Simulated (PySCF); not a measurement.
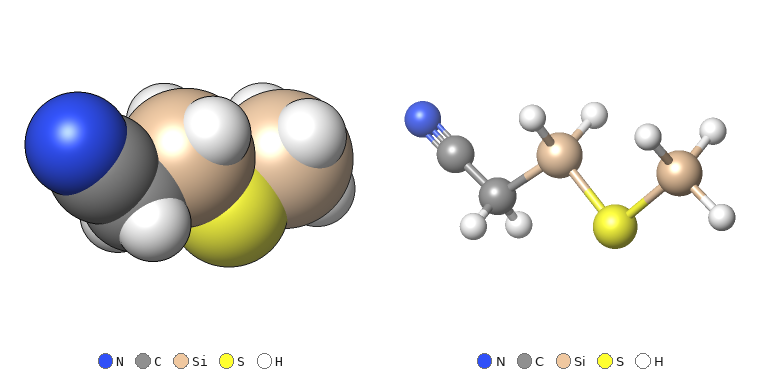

The same structure drawn twice, from different directions.

The geometry was computed by an optimisation with PBE0-D3(BJ)/def2-SVP. No frequency run is at hand to confirm it as a minimum.

What does the picture show?

It has 13 atoms: 2 carbon, 7 hydrogen, 1 nitrogen, 1 sulfur and 2 silicon (C₂H₇NSSi₂). SMILES: `N#CC[SiH2]S[SiH3]`. It has no ring. Among its groups: nitrile, Si–H bond. Coordination: 1 C linear; 1 C tetrahedral; 2 Si tetrahedral; 1 S bent.

The parts below concern this one geometry. Atoms keep their numbers from picture to picture.

### Geometry

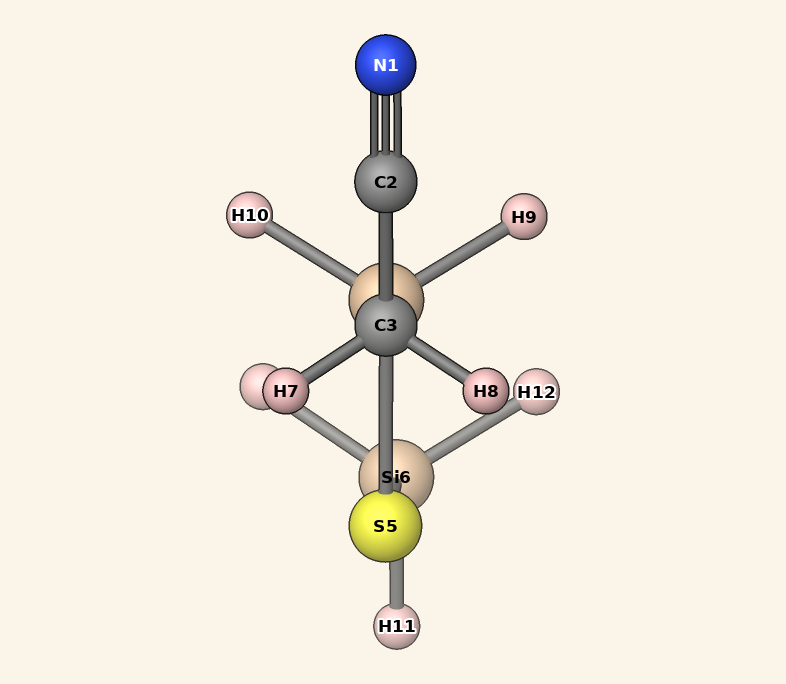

Si4 lies behind C3. The molecule seen nearly along the C3–Si4 bond, C3 in front. Distant atoms are faded towards the background colour. No frequency run is at hand to confirm it as a minimum.

What is the torsion angle C2–C3–Si4–S5? The sign is positive where the front bond must turn clockwise to cover the back bond.

Answer. 180°, antiperiplanar (anti). The bonds about C3–Si4 are staggered.

### Quadrupole coupling

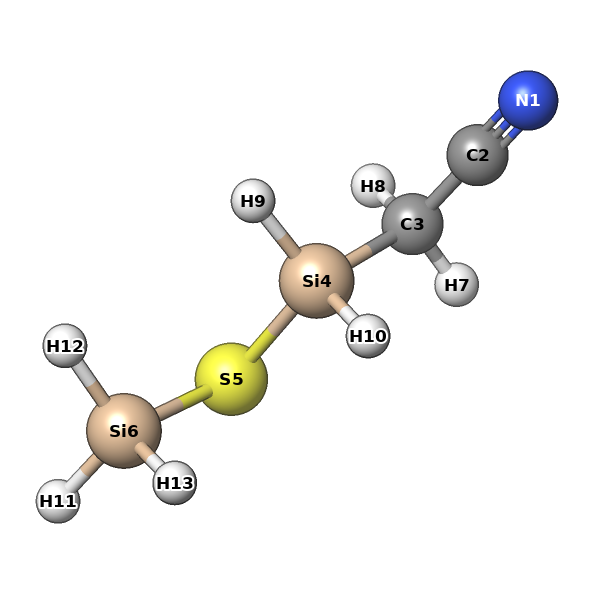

No frequency run is at hand to confirm it as a minimum. Electric field gradients from the ground-state density, PBE0/def2-SVP (PySCF 2.14.0), non-relativistic apart from any core potentials.

Give the largest field-gradient component, the quadrupole coupling constant and the asymmetry for 14N at N1 (Q = 20.44 mb), 33S at S5 (Q = −67.81 mb).

```
atom  V_zz (a.u.)  e²qQ/h (MHz)     η
  N1       −0.780         −3.75  0.08
  S5       −1.560          24.9  0.51
```

### Dipole moment

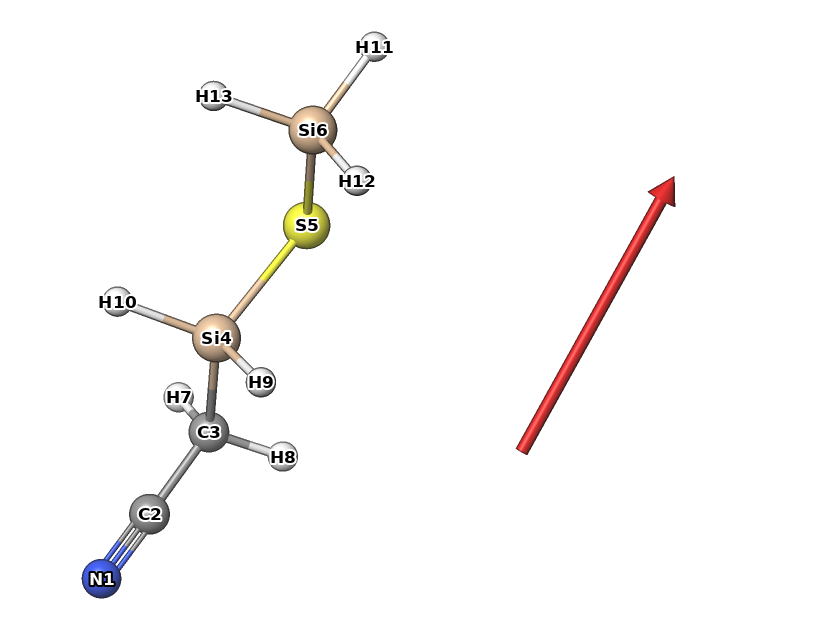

The arrow beside the molecule shows the direction of the dipole moment, from the negative to the positive end (its length means nothing). No frequency run is at hand to confirm it as a minimum. Method: B97-2/pcSseg-1, gas phase (PySCF 2.14.0).

Estimate the dipole moment.

Answer. 3.69 D; it points from the side of N1 to the side of H11 (the outermost atoms at the two ends).

### NMR shielding

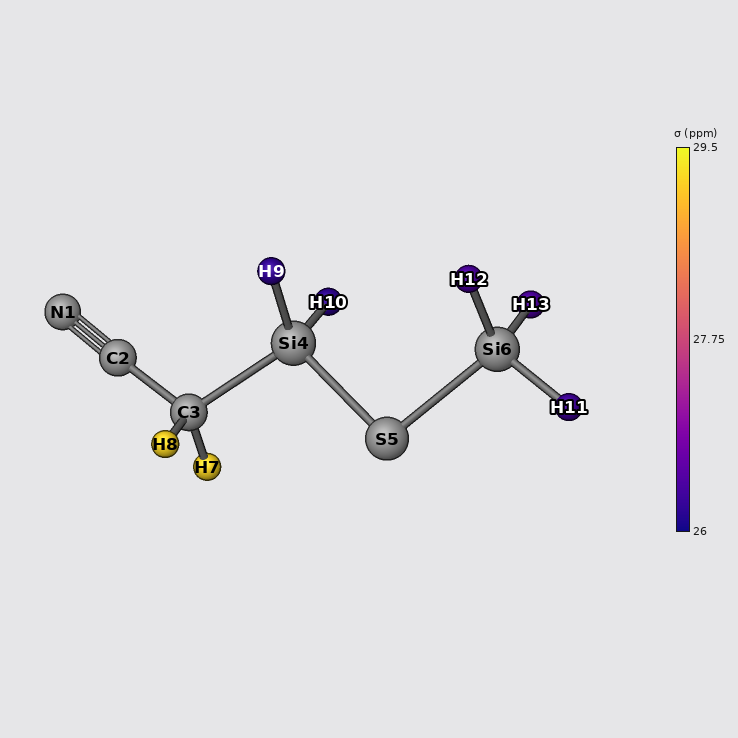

Atoms are coloured by their isotropic NMR shieldings (H only, the others grey). No frequency run is at hand to confirm it as a minimum. Properties computed with GIAO KT2/pcSseg-1 NMR shielding, non-relativistic, gas phase (PySCF 2.14.0).

Give the isotropic NMR shieldings of the H atoms atom by atom.

| atom | σ (ppm) |
| --- | --- |
| H7 | 29.22 |
| H8 | 29.22 |
| H9 | 26.24 |
| H10 | 26.22 |
| H11 | 26.36 |
| H12 | 26.46 |
| H13 | 26.47 |

### Charges

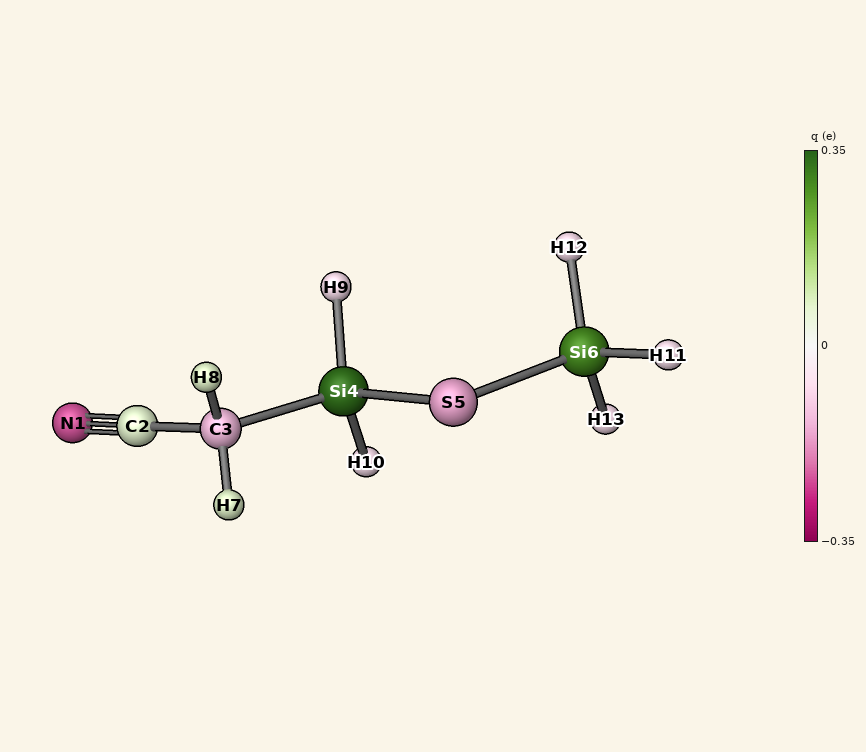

Atoms are coloured by their Hirshfeld charges. No frequency run is at hand to confirm it as a minimum. Method: PBE0/6-311+G(2d,p), gas phase (PySCF 2.14.0).

Give the Hirshfeld charges atom by atom.

| atom | value (e) |
| --- | --- |
| N1 | −0.23 |
| C2 | 0.07 |
| C3 | −0.13 |
| Si4 | 0.33 |
| S5 | −0.16 |
| Si6 | 0.30 |
| H7 | 0.07 |
| H8 | 0.07 |
| H9 | −0.06 |
| H10 | −0.06 |
| H11 | −0.06 |
| H12 | −0.07 |
| H13 | −0.07 |
